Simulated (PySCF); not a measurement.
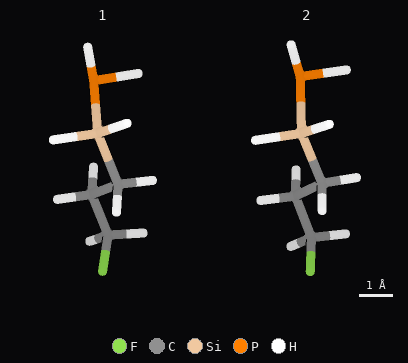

Two geometries of C3H10FPSi, drawn at one scale. One is the start of a relaxation, the other its converged end. Style: stick. Shown from a free direction.

Computed with PBE0-D3(BJ)/def2-SVP geometry optimisation, gas phase in PySCF. 

### Which one is relaxed?

Structure 2 is the relaxed one. The start comes from GFN2-xTB. Over 7 geometry steps the energy falls by 11.2 kJ/mol. Largest force component: 1 eV/Å at the start, 0.0097 eV/Å at the end. The forces were under the threshold at step 3, but the run went on from there. The largest move after the best rigid fit is that of an H atom, 0.24 Å. By element the largest moves are H 0.24 Å, F 0.17 Å, P 0.15 Å, C 0.08 Å, Si 0.06 Å. Near-neighbour distances that change, for instance: H–P 1.381 → 1.429 Å, H–Si 1.467 → 1.497 Å, P–Si 2.245 → 2.272 Å, C–Si 1.905 → 1.885 Å. Among the angles between lasting bonds that change: C–C–Si 112.2° → 114.6°, C–Si–P 106.6° → 108.8°, H–C–H 108.1° → 106.1°. The run took about 60 core-seconds on a shared host.
